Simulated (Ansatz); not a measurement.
CH₆AlClN₂

```xyz
11

N    -1.0048    0.4536    0.7542
C    -1.2071   -0.4010   -0.5059
Al    0.5840    0.3141   -0.4478
N     1.9924   -0.6264    0.0663
Cl    0.9248    2.2624   -1.2138
H    -1.5741    1.2890    0.7657
H    -1.1412   -0.0532    1.6179
H    -1.4337   -1.4276   -0.2262
H    -2.0095   -0.0009   -1.1201
H     2.0242   -1.6296    0.1287
H     2.9104   -0.2373    0.2015
```

Geometry: PBE0-D4/def2-TZVP.

Method: RKS PBE0-D4/def2-TZVPP (Ansatz).

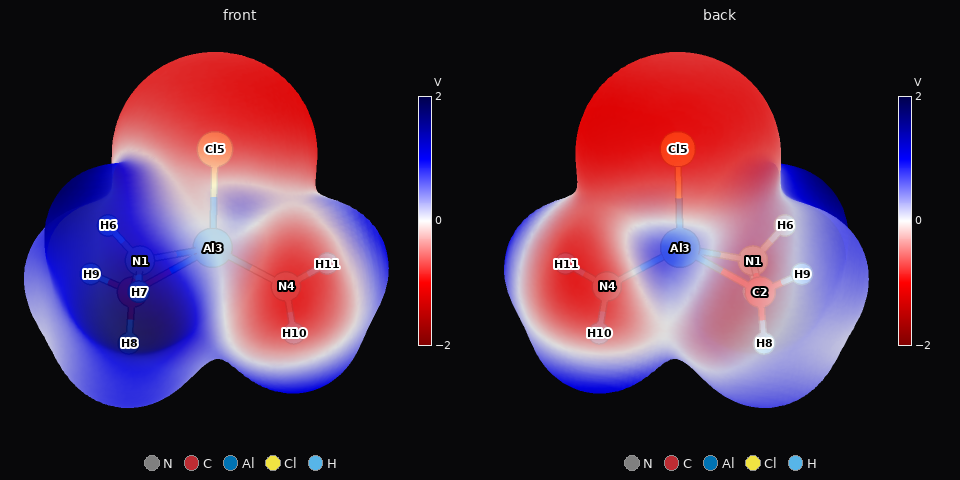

Figure 1. The molecular electrostatic potential painted on the density surface at 0.001 e/bohr³, seen from the front and from behind; the colour scale runs from red (negative) to blue (positive).

Where is the surface potential most negative and most positive?

The most negative region (about −1.0 V) lies over Cl5, the most positive (about +1.8 V) over H7.

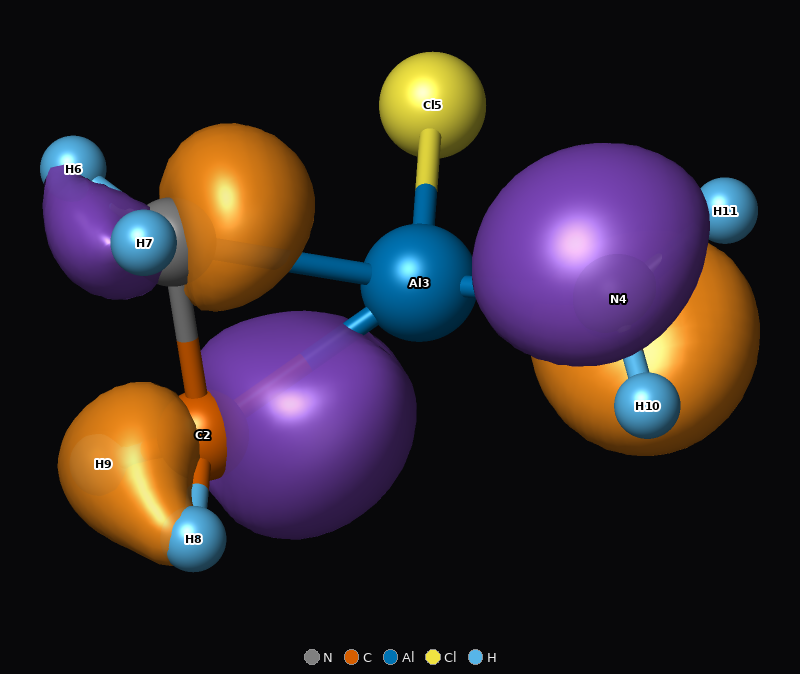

Figure 2. The HOMO at ±0.15 Å⁻³ᐟ² (orange and purple are the two phases), seen at an oblique angle.

What is the character of this orbital?

Its weight (Hirshfeld) is mainly on N4 (about 40 %), C2 (about 20 %), Al3 (about 15 %) and N1 (about 10 %). Its energy is −6.71 eV.

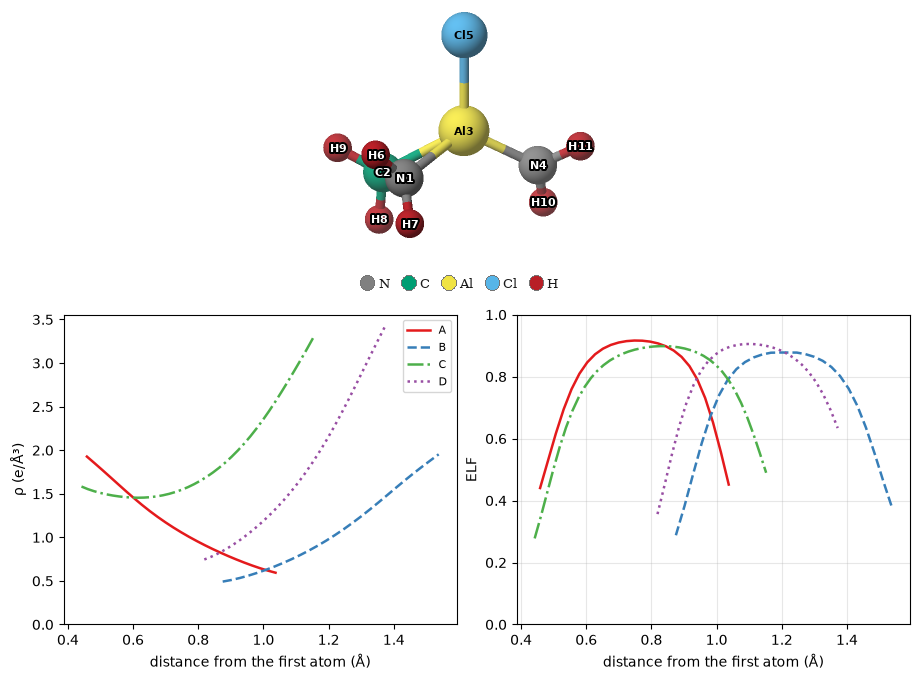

Figure 3. Total electron density and electron localisation function along straight lines between neighbouring atoms. The curves leave out the atomic cores. The structure is drawn too.

Which curve belongs to which contact (Al–Cl, Al–N, C–Al and C–N)? The first atom named is at distance zero.

Curve A: C–Al (1.93 Å): the density is about 0.68 e/Å³ at the midpoint; the ELF peaks at about 0.90 between the atoms (a shared but strongly polarised pair). Curve B: Al–Cl (2.12 Å): ρ is about 0.71 e/Å³ halfway; the ELF peaks at about 0.90 in the valence shell of Cl, 0.9 Å from its nucleus, and is about 0.80 at the midpoint. Curve C: C–N (1.54 Å): ρ at the midpoint is about 1.6 e/Å³; the ELF peaks at about 0.90 between the atoms, as expected for a covalent bond. Curve D: Al–N (1.77 Å): ρ at the midpoint is about 0.86 e/Å³; the ELF peaks at about 0.90 in the valence shell of N, 0.7 Å from its nucleus, and is about 0.65 at the midpoint.

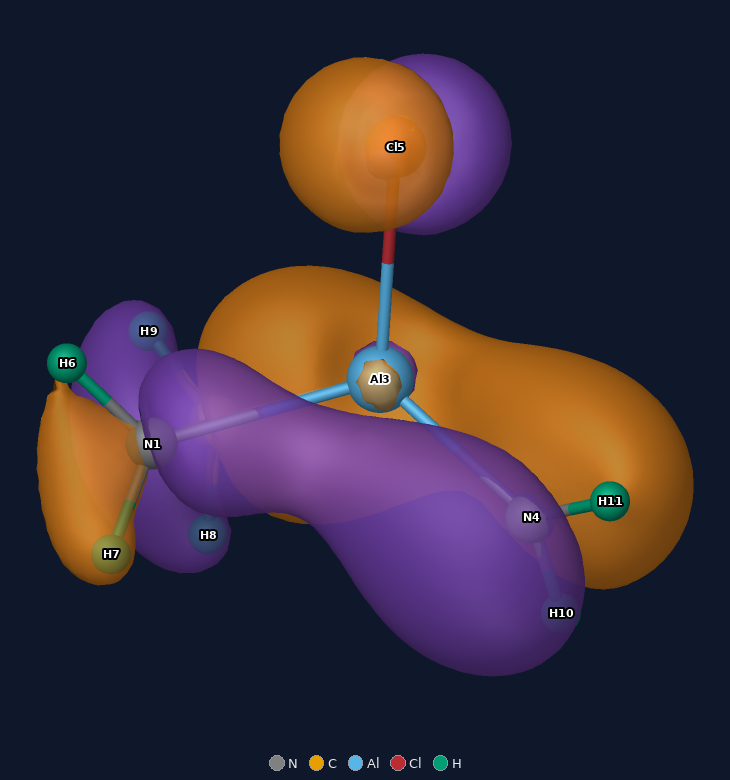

Figure 4. The HOMO−1 at ±0.1 Å⁻³ᐟ² (orange and purple are the two phases), seen at a tilt.

Describe this orbital and give its energy.

Its weight (Hirshfeld) is mainly on N4 (about 35 %), C2 (about 20 %), Al3 (about 15 %), Cl5 (about 10 %) and N1 (about 5 %). Its energy is −7.27 eV.
